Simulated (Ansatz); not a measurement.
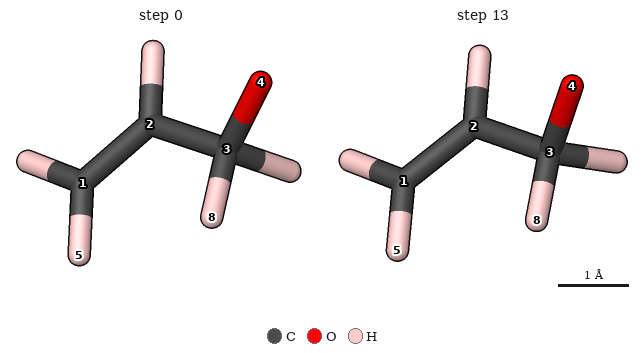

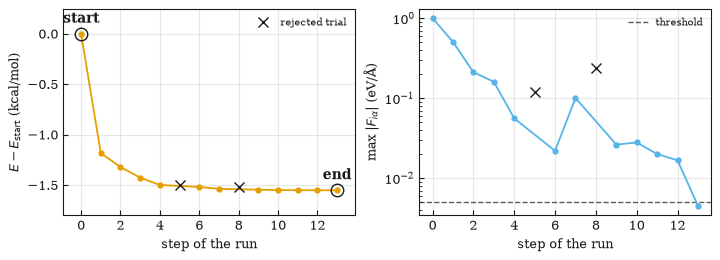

First and last geometry of a relaxation of C3H5O (multiplicity 2), with the history of the run. A stick model, seen at a tilt.

The start comes from PBE-D4/def2-SVP.

The calculation used UKS PBE0-D4/def2-TZVP in Ansatz.

Input file:
```yaml
crystal:
  periodic: [false, false, false]
  atoms:
    - {symbol: C, position_ang: [-0.306301, 1.297504, 0.473403]}
    - {symbol: C, position_ang: [0.460797, 0.345136, -0.083514]}
    - {symbol: C, position_ang: [0.033607, -1.094892, -0.248749]}
    - {symbol: O, position_ang: [0.979036, -2.044602, -0.181348]}
    - {symbol: H, position_ang: [-1.314296, 1.069016, 0.861437]}
    - {symbol: H, position_ang: [0.040071, 2.338236, 0.570266]}
    - {symbol: H, position_ang: [1.472741, 0.573704, -0.462829]}
    - {symbol: H, position_ang: [-0.890549, -1.327757, 0.359106]}
    - {symbol: H, position_ang: [-0.386707, -1.202544, -1.304773]}
basis:
  gaussian: {orbitals: def2-TZVP}
magnetization: {spin_polarized: true, initial_magnetization: 1}
hamiltonian: {xc: pbe0, dispersion: d4}
relax: {f_tol: 0.005, max_steps: 150}
```

**Read the history and describe the run.**

It converged. O4 moves most after the best rigid fit: 0.18 Å. Largest moves by element: O 0.18 Å, H 0.15 Å, C 0.06 Å. Some distances before and after: C3–H9 1.142 → 1.114 Å, C3–H8 1.130 → 1.104 Å, C1–C2 1.344 → 1.324 Å, C1–H5 1.104 → 1.086 Å. Among the angles between lasting bonds that change: H8–C3–H9 100.2° → 104.0°, C2–C3–O4 118.0° → 115.4°, C2–C3–H9 107.2° → 109.4°. The energy falls by 1.55 kcal/mol in 11 accepted moves (13 points after the start). Largest force component: 1 eV/Å at the start, 0.0045 eV/Å at the end. The line search rejected the trial steps at points 5, 8 of the run.

```csv
step,"E − E(0), kcal/mol","largest force component, eV/Å",note
0,0.00,1.0080,
1,-1.18,0.5083,
2,-1.32,0.2124,
3,-1.43,0.1611,
4,-1.50,0.0560,
5,-1.49,0.1211,rejected
6,-1.52,0.0220,
7,-1.54,0.1009,
8,-1.51,0.2379,rejected
9,-1.54,0.0263,
10,-1.55,0.0280,
11,-1.55,0.0200,
12,-1.55,0.0168,
13,-1.55,0.0045,
```
